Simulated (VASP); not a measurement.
Data:

```
CELL_PARAMETERS angstrom
      0.00000     2.59575     2.59575
      2.59575     0.00000     2.59575
      2.59575     2.59575     0.00000
ATOMIC_POSITIONS crystal
  Mg 0.00000 0.00000 0.00000
  S  0.50000 0.50000 0.50000
```

The numbers are results of r2SCAN meta-GGA, VASP's PBE PAW potentials (set 64) (plane waves; VASP 6.6.1), not measurements. Numerical set-up: 520 eV cut-off, 10×10×10 Γ-centred mesh, tetrahedra with Blöchl corrections, potentials Mg S.

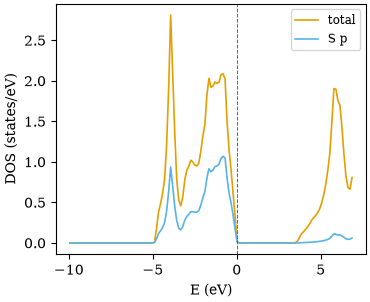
Figure. Total and projected density of states, zero at the valence-band maximum

Within 2 eV below the valence-band maximum the largest weight inside VASP's projection spheres is S p.

The gap is indirect, 3.45 eV, from the valence maximum at Γ to the conduction minimum at X.

The compound is MgS in the rock salt structure. It was relaxed first.
